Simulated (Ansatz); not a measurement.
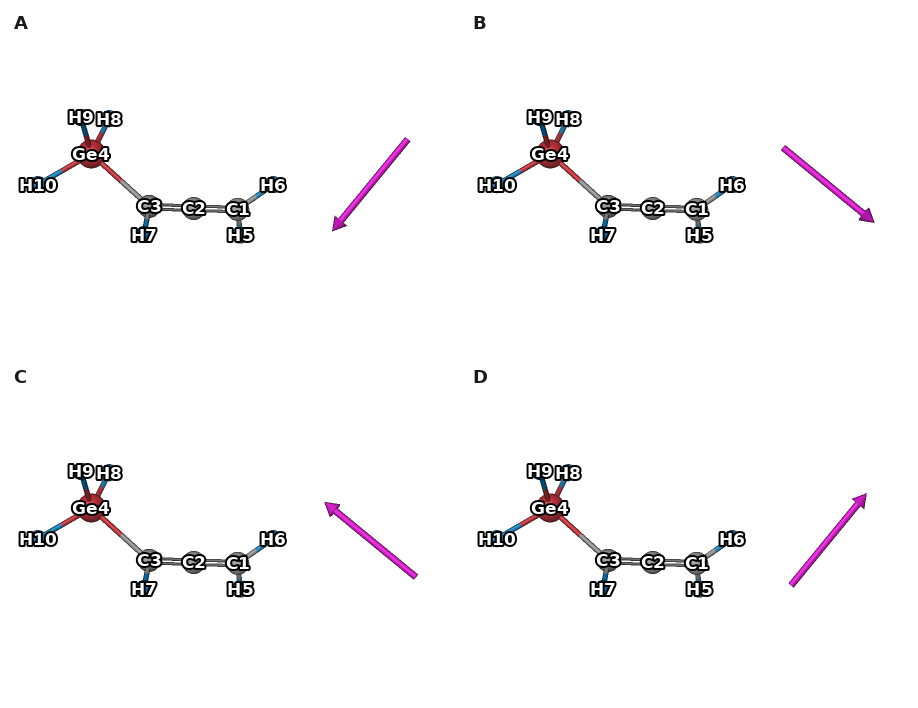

The same molecule four times, each with an arrow. The computed structure is the end point of a PBE0-D4/def2-TZVP optimisation. No frequency run is at hand to confirm it as a minimum. Method: RKS PBE-D4/def2-TZVPP (Ansatz 0.2.0).

Which arrow points along the dipole moment, from the negative to the positive end?

Answer. B. The dipole moment is 0.29 D; it points from the side of H9, H10 to the side of H5, H6 (the outermost atoms at the two ends).
